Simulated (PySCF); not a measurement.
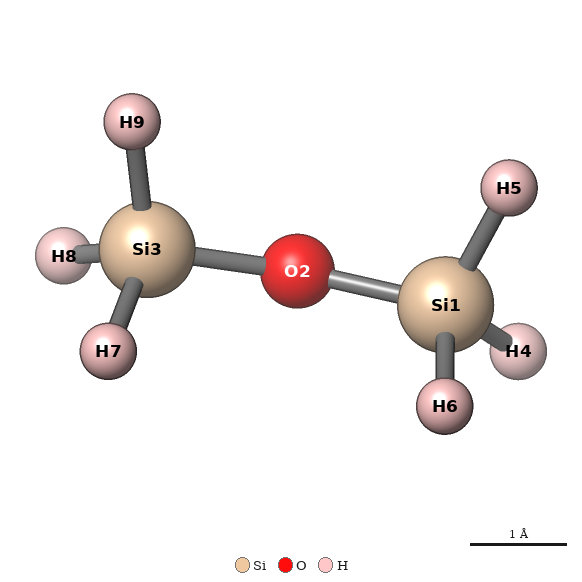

Orthographic view. Depth is shown by fading: the farther an atom, the more it takes the colour of the background. The geometry was computed by an optimisation with PBE0-D3(BJ)/def2-SVP. No frequency run is at hand to confirm it as a minimum.

Write a Z-matrix (Å, degrees) in the order of the atom numbers, with these reference atoms: 2 to 1; 3 to 2, 1; 4 to 1, 2, 3; 5 to 1, 4, 2; 6 to 1, 4, 5; 7 to 3, 2, 1; 8 to 3, 7, 2; 9 to 3, 8, 7.

```
Si 
O    1   1.656
Si   2   1.656   1   146.5
H    1   1.490   2   108.6   3   159.4
H    1   1.494   4   109.4   2  -120.3
H    1   1.495   4   109.5   5  -119.2
H    3   1.495   2   110.2   1   -44.3
H    3   1.490   7   109.5   2   119.3
H    3   1.494   8   109.4   7  -119.2
```
